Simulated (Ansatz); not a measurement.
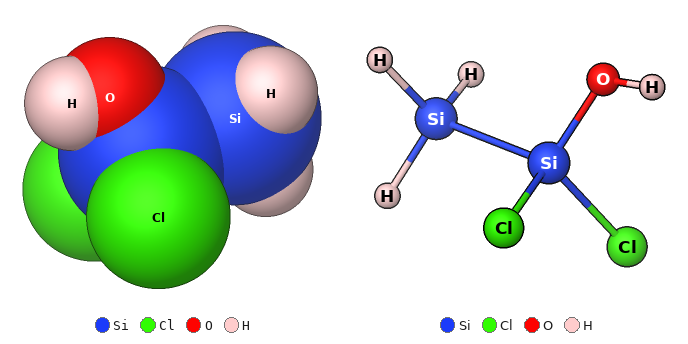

Two views of one molecule.

> Which formula does it have?

Cl2H4OSi2, 9 atoms: 2 chlorine, 4 hydrogen, 1 oxygen and 2 silicon.

> Which point group does it belong to?

Cs.

> How many atoms are distinct by symmetry?

7: 1 Si, 1 Si, 2 Cl, 1 O, 2 H, 1 H, 1 H.

> How many bonds of each kind are drawn?

3 Si–H, 2 Cl–Si, 1 Si–Si, 1 O–Si, 1 O–H. Sticks follow a distance rule.

The parts below concern this one geometry. Atoms keep their numbers from picture to picture. The geometry was computed by an optimisation with PBE0-D4/def2-TZVP.

Shape

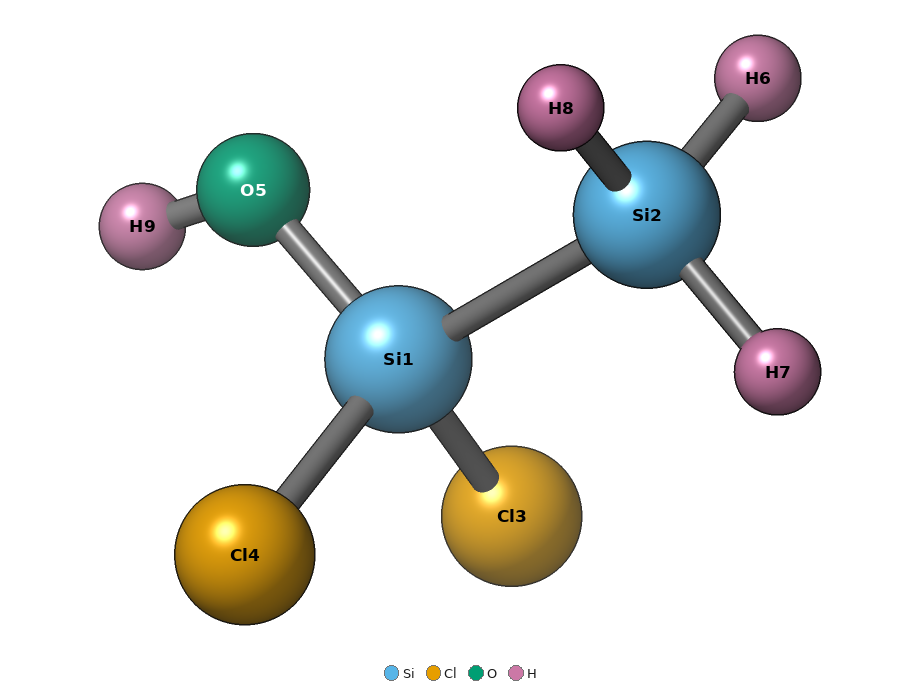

Give the bond lengths.

```csv
bond,length (Å)
Si1–Si2,2.329
Si1–Cl3,2.055
Si1–Cl4,2.055
Si1–O5,1.628
Si2–H6,1.485
Si2–H7,1.484
Si2–H8,1.485
O5–H9,0.960
```

Electronic properties

Method: RKS PBE0-D4/def2-TZVPP (Ansatz 0.2.0).

Computed properties:

- HOMO energy (Kohn–Sham orbital): −8.54 eV
- LUMO energy (Kohn–Sham orbital): −0.29 eV
- HOMO–LUMO gap: 8.25 eV
- dispersion correction: −24.4 kJ/mol

Dipole moment

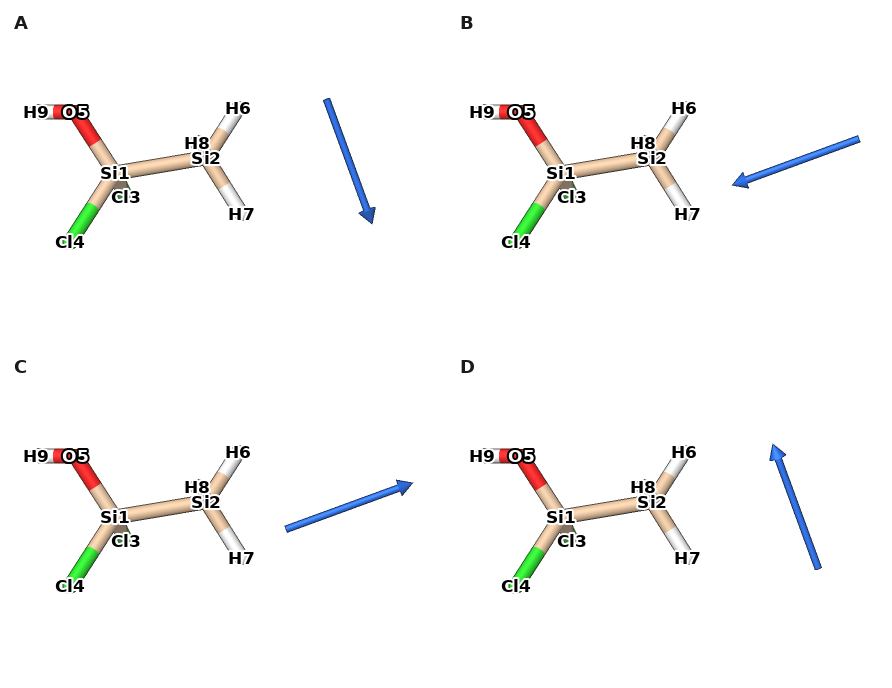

The same molecule four times, each with an arrow. Method: RKS PBE0-D4/def2-TZVP (Ansatz 0.2.0).

> Which arrow points along the dipole moment, from the negative to the positive end?

D. The dipole moment is 0.91 D; it points from the side of H7 to the side of H9 (the outermost atoms at the two ends).

Thermal motion

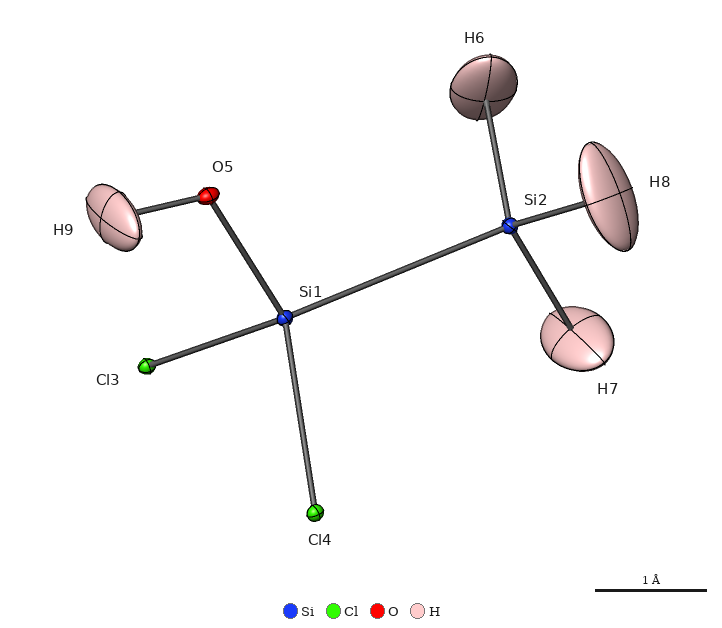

Displacement ellipsoids at the 50 % level, from the internal vibrations of the free molecule (harmonic, no overall translation or rotation; no half-axis is drawn under 0.075 Å). Vibrations computed with RKS PBE0-D4/def2-TZVP (Ansatz 0.2.0). Temperature: 100 K.

> Which atom moves most?

H7, with U_eq = 0.0530 Å².

> Does H7 move more along its bond or across it?

Across it: the root-mean-square amplitude is 0.091 Å along the bond and up to 0.338 Å across, since bending and torsion are softer than stretching.

Give the displacement parameters, one line for each set of equivalent atoms.

```csv
atom,U_eq (Å²),rms amplitudes (Å)
Si1,0.0014,"0.032, 0.039, 0.040"
Si2,0.0020,"0.032, 0.046, 0.054"
"Cl3, Cl4",0.0016,"0.027, 0.037, 0.053"
O5,0.0034,"0.044, 0.059, 0.069"
"H6, H8",0.0524,"0.097, 0.192, 0.333"
H7,0.0530,"0.090, 0.191, 0.338"
H9,0.0434,"0.089, 0.163, 0.309"
```
